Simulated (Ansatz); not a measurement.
# CH₄SSi: geometry and vibrations

The task is to find a stationary geometry of CH₄SSi, check the end point by its vibrations and derive ideal-gas thermochemistry, and look at its orbitals and charge.

Computed with Ansatz 0.2.0, Gaussian basis. Level: RKS PBE0-D4/def2-TZVP.

The runs, in order: relaxation at PBE-D4/def2-SVP; relaxation at PBE0-D4/def2-TZVP; harmonic vibrations at the same level; a single point in def2-TZVPP for the fields.

## (1) Where the work starts

SMILES `[SiH3]C=S`, 7 atoms, charge 0, spin multiplicity 1.

Atoms are counted from 1 here; the program's logs count them from 0.

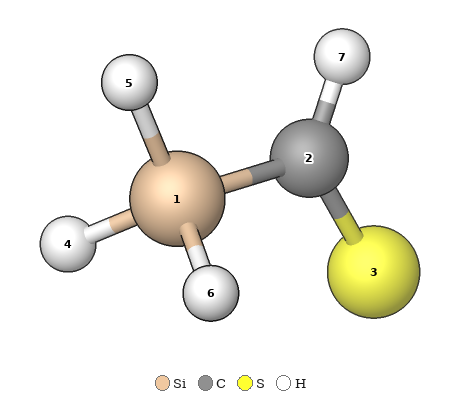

As it starts; silicon light orange, carbon grey, sulfur yellow, hydrogen white; atoms are numbered from 1 in the order of the file.

The start is a force-field geometry with small random shifts, so a cheaper pass at PBE-D4/def2-SVP comes first.

## (2) Geometry optimisation, PBE-D4/def2-SVP (cheap first pass)

File in.yaml:

```yaml
crystal:
  periodic: [false, false, false]
  atoms:
    - {symbol: Si, position_ang: [-0.620900, 0.223500, -0.232300]}
    - {symbol: C, position_ang: [1.019600, -0.337500, 0.253900]}
    - {symbol: S, position_ang: [1.136400, -1.417500, 1.497600]}
    - {symbol: H, position_ang: [-1.473900, -0.829400, -0.708300]}
    - {symbol: H, position_ang: [-0.545500, 1.214100, -1.397100]}
    - {symbol: H, position_ang: [-1.354300, 1.012300, 0.856200]}
    - {symbol: H, position_ang: [1.899800, 0.066400, -0.315700]}
basis:
  gaussian: {orbitals: def2-SVP}
hamiltonian: {xc: pbe, dispersion: d4}
relax: {f_tol: 0.03, max_steps: 200}
```

Run with:

```bash
$ ansatz run in.yaml --threads 2 --pin off --events-out ev --progress --plain --max-ram 4352MiB
```

Log, cut to the lines that bear on the results:

```text
Functional definition: PBE
  name "PBE"
  cite "Perdew, Burke & Ernzerhof, Phys. Rev. Lett. 77, 3865 (1996) doi:10.1103/PhysRevLett.77.3865"
  parent pbe
[...]
791 factors; their error is unknown
[...]
mean field -19796.71343206 eV, -727.5157999338 hartree, gradient 6.8e-5 eV, S^2 0.000000; 1 other end points of the search recorded, 0 dependent functions left out
[...]
reference -19796.71346095 eV, -727.5158009957 hartree; 20, 20 occupied and 50, 50 virtual orbitals, 791 factors
relax step   1: F+E_penalty+E_count = -19796.85516959 eV  Δ(F+E_penalty+E_count) = +0.000e0 eV  max|allowed force component| = 2.439e0 eV/Å  Δτ_max = 0.0000 Å  (39 SCF iters, accepted)
[...]
relax step   5: F+E_penalty+E_count = -19797.07264810 eV  Δ(F+E_penalty+E_count) = -7.506e-3 eV  max|allowed force component| = 1.414e-1 eV/Å  Δτ_max = 0.0642 Å  (28 SCF iters, accepted)
[...]
relax step   6: F+E_penalty+E_count = -19797.07604677 eV  Δ(F+E_penalty+E_count) = -3.399e-3 eV  max|allowed force component| = 1.847e-2 eV/Å  Δτ_max = 0.0341 Å  (26 SCF iters, accepted)
791 factors; their error is unknown
[...]
mean field -19796.93634517 eV, -727.5239918396 hartree, gradient 2.2e-5 eV, S^2 0.000000; 2 other end points of the search recorded, 0 dependent functions left out
[...]
reference -19796.93637396 eV, -727.5239928977 hartree; 20, 20 occupied and 50, 50 virtual orbitals, 791 factors
Total energy: -19797.07607557 eV, -727.5291268369 hartree
Atom 0 at    -0.680742     0.288952    -0.287660 Å, force    -0.006061     0.000696    -0.010899 eV/Å
Atom 1 at     1.028976    -0.334092     0.275516 Å, force    -0.007168     0.012224    -0.010826 eV/Å
Atom 2 at     1.179515    -1.518849     1.390621 Å, force     0.013968    -0.000302    -0.000235 eV/Å
Atom 3 at    -1.546552    -0.890868    -0.621198 Å, force    -0.007433    -0.003619     0.001058 eV/Å
Atom 4 at    -0.557865     1.192292    -1.486632 Å, force     0.003782     0.000919    -0.001074 eV/Å
Atom 5 at    -1.306409     1.061636     0.841568 Å, force     0.008556    -0.000414     0.003511 eV/Å
Atom 6 at     1.944277     0.132829    -0.157914 Å, force    -0.005643    -0.009505     0.018465 eV/Å
Dipole moment:    -0.003227     0.193027    -0.179983 e Å
```

Wall time 7.5 s (2 threads of Arm Neoverse V1, shared host).

Along the way: (the energy doesn't fall at every step)

```csv
step,energy from step 1 (eV),largest force component (eV/Å)
1,0.0000,2.4390
2,-0.1785,0.8534
3,-0.1005,1.4429
4,-0.2100,0.3392
5,-0.2175,0.1414
6,-0.2209,0.0185
```

Distances of close pairs at the start and the end, largest changes first:

```csv
bond,before (Å),after (Å),change (Å)
Si1–C2,1.801,1.905,+0.104
Si1–H4,1.436,1.501,+0.065
Si1–H6,1.531,1.505,-0.027
Si1–H5,1.531,1.506,-0.025
C2–S3,1.651,1.634,-0.017
C2–H7,1.124,1.115,-0.008
```

## (3) Relaxation at PBE0-D4/def2-TZVP

File in.yaml:

```yaml
crystal:
  periodic: [false, false, false]
  atoms:
    - {symbol: Si, position_ang: [-0.680742, 0.288952, -0.287660]}
    - {symbol: C, position_ang: [1.028976, -0.334092, 0.275516]}
    - {symbol: S, position_ang: [1.179515, -1.518849, 1.390621]}
    - {symbol: H, position_ang: [-1.546552, -0.890868, -0.621198]}
    - {symbol: H, position_ang: [-0.557865, 1.192292, -1.486632]}
    - {symbol: H, position_ang: [-1.306409, 1.061636, 0.841568]}
    - {symbol: H, position_ang: [1.944277, 0.132829, -0.157914]}
basis:
  gaussian: {orbitals: def2-TZVP}
hamiltonian: {xc: pbe0, dispersion: d4}
relax: {f_tol: 0.005, max_steps: 150}
```

Launched as before.

Log, cut to the lines that bear on the results:

```text
Functional definition: PBE0
  name "PBE0"
  cite "Adamo & Barone, J. Chem. Phys. 110, 6158 (1999) doi:10.1063/1.478522"
  cite "Perdew, Burke & Ernzerhof, Phys. Rev. Lett. 77, 3865 (1996) doi:10.1103/PhysRevLett.77.3865"
  parent pbe
[...]
895 factors; their error is unknown
[...]
mean field -19806.41729529 eV, -727.8724103301 hartree, gradient 3.0e-5 eV, S^2 0.000000; 0 other end points of the search recorded, 0 dependent functions left out
[...]
reference -19806.41732471 eV, -727.8724114111 hartree; 20, 20 occupied and 109, 109 virtual orbitals, 895 factors
relax step   1: F+E_penalty+E_count = -19806.53482956 eV  Δ(F+E_penalty+E_count) = +0.000e0 eV  max|allowed force component| = 7.370e-1 eV/Å  Δτ_max = 0.0000 Å  (27 SCF iters, accepted)
[...]
reference -19806.47138331 eV, -727.8743980280 hartree; 20, 20 occupied and 109, 109 virtual orbitals, 895 factors
Total energy: -19806.58916601 eV, -727.8787264625 hartree
Atom 0 at    -0.689943     0.278217    -0.272410 Å, force     0.000674    -0.000791     0.000376 eV/Å
Atom 1 at     0.988465    -0.307151     0.341563 Å, force    -0.000906     0.000682     0.000493 eV/Å
Atom 2 at     1.304588    -1.824077     0.781352 Å, force    -0.000145     0.000925    -0.000493 eV/Å
Atom 3 at    -1.638658    -0.857623    -0.281600 Å, force     0.000113    -0.000156    -0.000588 eV/Å
Atom 4 at    -0.525356     0.844506    -1.638768 Å, force    -0.000287    -0.000353    -0.000239 eV/Å
Atom 5 at    -1.171229     1.364973     0.623102 Å, force    -0.000008     0.000573     0.000483 eV/Å
Atom 6 at     1.793334     0.433055     0.401062 Å, force     0.000559    -0.000879    -0.000033 eV/Å
Dipole moment:    -0.061199     0.302073    -0.087085 e Å
```

Run time: 46 s. Hardware: 2 threads of Arm Neoverse V1, shared host.

Along the way: (the energy doesn't fall at every step)

```csv
step,energy from step 1 (eV),largest force component (eV/Å)
1,0.0000,0.7370
2,-0.0300,0.3187
3,-0.0342,0.0403
4,-0.0336,0.1116
5,-0.0346,0.0196
6,-0.0367,0.1199
7,-0.0376,0.1773
8,-0.0400,0.1638
9,-0.0432,0.1172
10,-0.0440,0.1789
11,-0.0220,1.1022
12,-0.0478,0.1794
13,-0.0533,0.0090
14,-0.0539,0.0039
15,-0.0539,0.1474
16,-0.0542,0.0254
17,-0.0540,0.1323
18,-0.0543,0.0434
19,-0.0542,0.0343
20,-0.0543,0.0124
21,-0.0543,0.0009
```

The force was under the threshold of 0.005 eV/Å already at step 14, but the program went on to step 21.

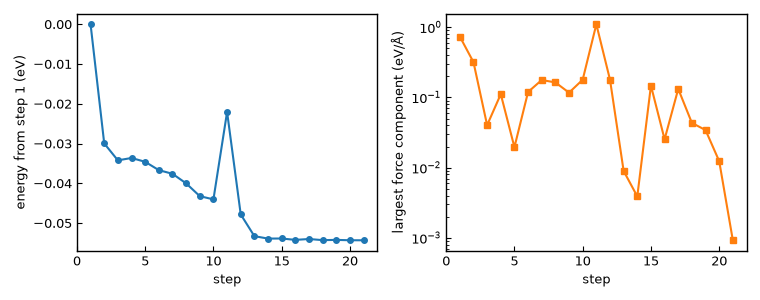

Energy and force, step by step.

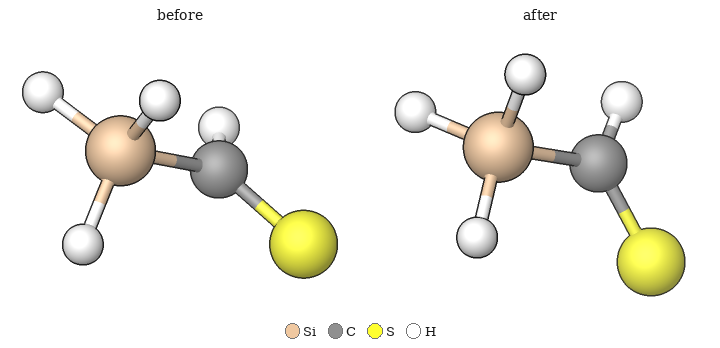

The geometry before (left) and after (right).

Close pairs (by a distance rule), those that changed most:

```csv
bond,before (Å),after (Å),change (Å)
Si1–C2,1.905,1.881,-0.024
C2–S3,1.634,1.611,-0.023
Si1–H4,1.501,1.480,-0.021
C2–H7,1.115,1.095,-0.020
Si1–H5,1.506,1.488,-0.018
Si1–H6,1.505,1.488,-0.016
```

Mulliken charges of the relaxed molecule (report file):

```csv
atom,value (e)
Si1,0.17
C2,-0.17
S3,-0.13
H4,0.00
H5,-0.01
H6,-0.01
H7,0.15
```

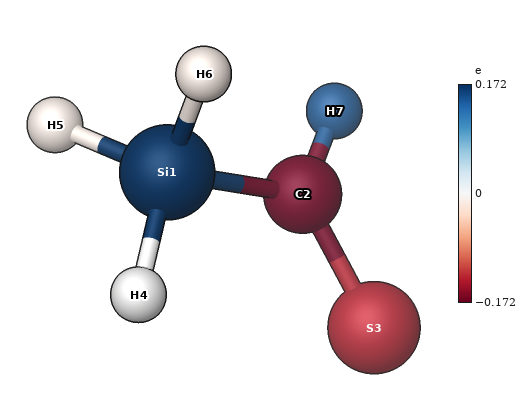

Mulliken charges of the relaxed molecule (report file), as colours on the atoms.

## (4) Harmonic vibrations

File in.yaml:

```yaml
crystal:
  periodic: [false, false, false]
  atoms:
    - {symbol: Si, position_ang: [-0.689943, 0.278217, -0.272410]}
    - {symbol: C, position_ang: [0.988465, -0.307151, 0.341563]}
    - {symbol: S, position_ang: [1.304588, -1.824077, 0.781352]}
    - {symbol: H, position_ang: [-1.638658, -0.857623, -0.281600]}
    - {symbol: H, position_ang: [-0.525356, 0.844506, -1.638768]}
    - {symbol: H, position_ang: [-1.171229, 1.364973, 0.623102]}
    - {symbol: H, position_ang: [1.793334, 0.433055, 0.401062]}
basis:
  gaussian: {orbitals: def2-TZVP}
hamiltonian: {xc: pbe0, dispersion: d4}
phonons: {temperatures: {t_min: 298.15, t_max: 900, t_step: 200}}
```

Same command.

Log, cut to the lines that bear on the results:

```text
Functional definition: PBE0
  name "PBE0"
  cite "Adamo & Barone, J. Chem. Phys. 110, 6158 (1999) doi:10.1063/1.478522"
  cite "Perdew, Burke & Ernzerhof, Phys. Rev. Lett. 77, 3865 (1996) doi:10.1103/PhysRevLett.77.3865"
  parent pbe
[...]
895 factors; their error is unknown
[...]
mean field -19806.47134983 eV, -727.8743967978 hartree, gradient 6.1e-5 eV, S^2 0.000000; 0 other end points of the search recorded, 0 dependent functions left out
[...]
reference -19806.47137909 eV, -727.8743978730 hartree; 20, 20 occupied and 109, 109 virtual orbitals, 895 factors
[...]
895 factors; their error is unknown
[...]
mean field -19806.47124459 eV, -727.8743929301 hartree, gradient 1.3e-6 eV, S^2 0.000000; 0 other end points of the search recorded, 0 dependent functions left out
[...]
reference -19806.47127384 eV, -727.8743940052 hartree; 20, 20 occupied and 109, 109 virtual orbitals, 895 factors
[...]
Total energy: -19806.58916179 eV, -727.8787263074 hartree
Atom 0 at    -0.689943     0.278217    -0.272410 Å, force     0.000756    -0.000792     0.000401 eV/Å
Atom 1 at     0.988465    -0.307151     0.341563 Å, force    -0.001029     0.000876     0.000468 eV/Å
Atom 2 at     1.304588    -1.824077     0.781352 Å, force    -0.000058     0.000722    -0.000452 eV/Å
Atom 3 at    -1.638658    -0.857623    -0.281600 Å, force     0.000082    -0.000139    -0.000596 eV/Å
Atom 4 at    -0.525356     0.844506    -1.638768 Å, force    -0.000307    -0.000359    -0.000251 eV/Å
Atom 5 at    -1.171229     1.364973     0.623102 Å, force    -0.000028     0.000574     0.000466 eV/Å
Atom 6 at     1.793334     0.433055     0.401062 Å, force     0.000584    -0.000882    -0.000036 eV/Å
Dipole moment:    -0.061199     0.302072    -0.087085 e Å
Vibrations: 80.22 225.58 508.29 556.91 734.73 801.87 906.09 934.30 934.85 1109.91 1261.40 2216.86 2220.27 2267.37 3060.75 cm⁻¹, zero-point energy 1.104662 eV
```

Run time: 59 s. Hardware: 2 threads of Arm Neoverse V1, shared host.

Motions are named by where the mode's potential energy lies. Wavenumbers, unscaled:

```csv
mode,cm⁻¹,motion
1,80,torsion
2,226,bend
3,508,bend with torsion
4,557,bend with Si–C stretch
5,735,bend with Si–C stretch
6,802,torsion
7,906,bend
8,934,bend with torsion
9,935,bend with torsion
10,1110,C–S stretch with bend
11,1261,bend
12,2217,Si–H stretch
13,2220,Si–H stretch
14,2267,Si–H stretch
15,3061,C–H stretch
```

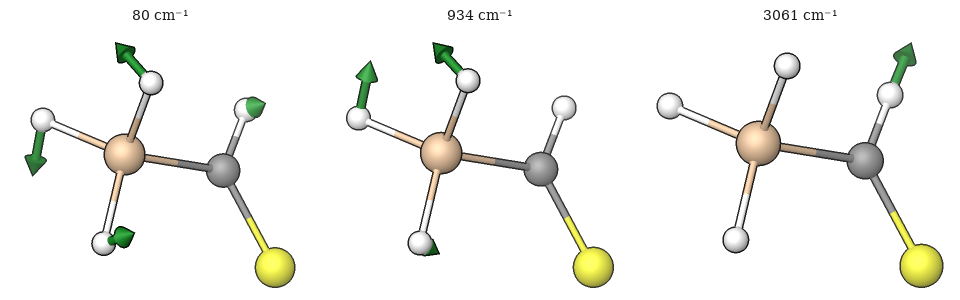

Displacements of 3 modes, as arrows.

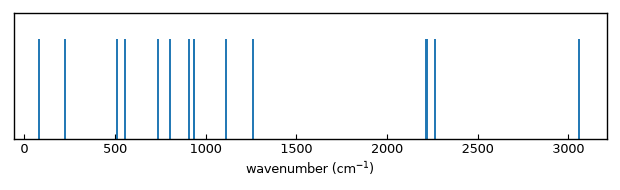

The harmonic wavenumbers as sticks (no intensities were computed).

Ideal gas, rigid rotor and harmonic oscillator at 298.15 K and 1 bar, with symmetry number 1:

```csv
term,value
zero-point energy,106.6 kJ/mol
H(298) − E,121.9 kJ/mol
"entropy, translation",162.9 J/(mol K)
"entropy, rotation",102.3 J/(mol K)
"entropy, vibration",33.1 J/(mol K)
"entropy, total",298.3 J/(mol K)
```

## (5) A single point for the fields

Changes to in.yaml since step 4:

```diff
@@ -11,4 +11,4 @@
 basis:
-  gaussian: {orbitals: def2-TZVP}
+  gaussian: {orbitals: def2-TZVPP}
 hamiltonian: {xc: pbe0, dispersion: d4}
-phonons: {temperatures: {t_min: 298.15, t_max: 900, t_step: 200}}
+output: {orbitals: {seedname: orbitals}}
```

The command is unchanged.

Log:

```text
Functional definition: PBE0
  name "PBE0"
  cite "Adamo & Barone, J. Chem. Phys. 110, 6158 (1999) doi:10.1063/1.478522"
  cite "Perdew, Burke & Ernzerhof, Phys. Rev. Lett. 77, 3865 (1996) doi:10.1103/PhysRevLett.77.3865"
  parent pbe
  parameter a = 0.25
  parameter kappa = 0.804
  parameter beta = 0.06672455060314922
  exchange = (1 - a)*pbe_x(kappa = kappa, mu = beta*pi^2/3) + a*exact_x
  correlation = pbe_c(beta = beta)
1022 factors; their error is unknown
mean field evaluation 1: about -19802.5273 eV, gradient 4.1e1 eV
mean field evaluation 2: about -19794.2160 eV, gradient 6.6e1 eV
mean field evaluation 4: about -19806.4545 eV, gradient 2.7e0 eV
mean field evaluation 8: about -19806.4710 eV, gradient 2.5e-2 eV
mean field evaluation 16: about -19806.4962 eV, gradient 1.9e-5 eV
mean field -19806.49623422 eV, -727.8753112821 hartree, gradient 1.9e-5 eV, S^2 0.000000; 0 other end points of the search recorded, 0 dependent functions left out
reference -19806.49626319 eV, -727.8753123470 hartree; 20, 20 occupied and 151, 151 virtual orbitals, 1022 factors
Total energy: -19806.61404589 eV, -727.8796407814 hartree
```

Run time: 2.4 s. Hardware: 2 threads of Arm Neoverse V1, shared host.

The fields below are evaluated on a grid from the run's orbitals.

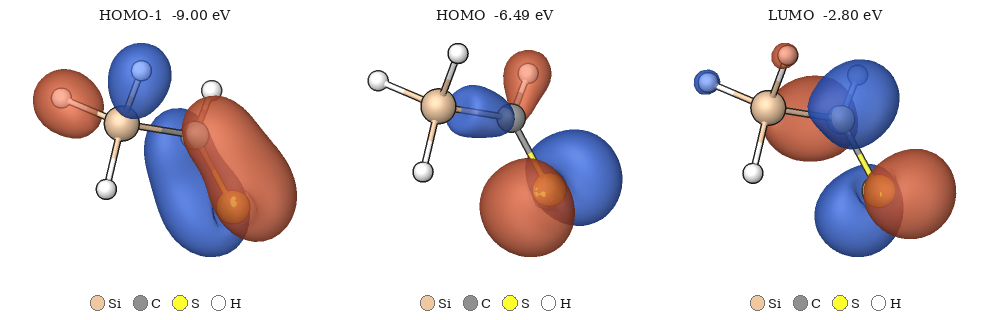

PBE0-D4/def2-TZVPP orbitals near the gap, drawn at the value that encloses 70 % of each; the two colours are the two signs.

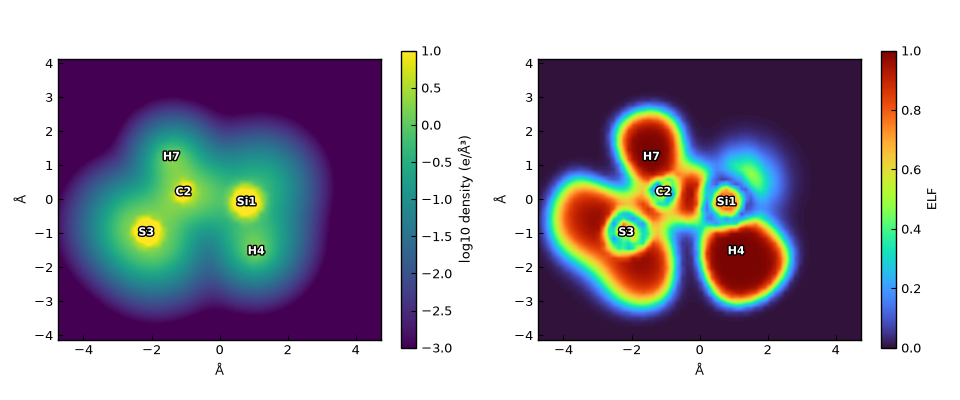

Density (left) and ELF (right) in a plane through or near 5 of the atoms.

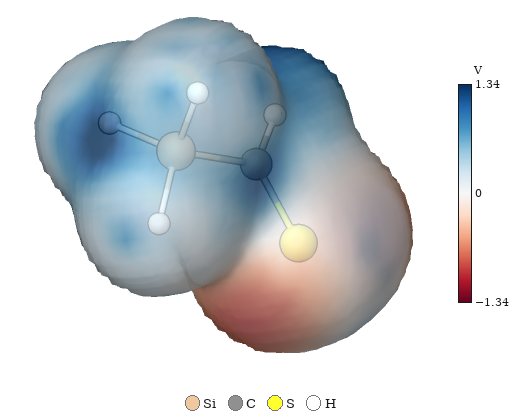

The potential that a unit positive charge feels on the 0.002 e/bohr³ surface, from the 1st to the 99th percentile, from -0.88 V near S3 to 1.34 V near H7.

## (6) Results

```
                  quantity            value
               point group               Cs
                     steps           6 + 21
shift from the start (rms)          0.535 Å
              total energy   -19806.5892 eV
           dispersion term         -118 meV
             dipole moment           1.54 D
lowest, highest wavenumber    80, 3061 cm⁻¹
         zero-point energy     106.6 kJ/mol
       entropy at 298.15 K  298.3 J/(mol K)
                HOMO, LUMO  -6.49, -2.80 eV
```

The atoms moved 0.53 Å (rms) from the start; the bond that changed most is Si1–C2, from 1.801 to 1.881 Å. No mode is imaginary: a true minimum at this level. The stiffest mode, 3061 cm⁻¹, is a C–H stretch. Harmonic hybrid wavenumbers usually lie a few per cent above measured fundamentals. The largest Mulliken charge, +0.17 e, sits on Si1. The HOMO lies mostly on S3 79 %; H7 7 % and the LUMO on S3 46 %; C2 38 %.
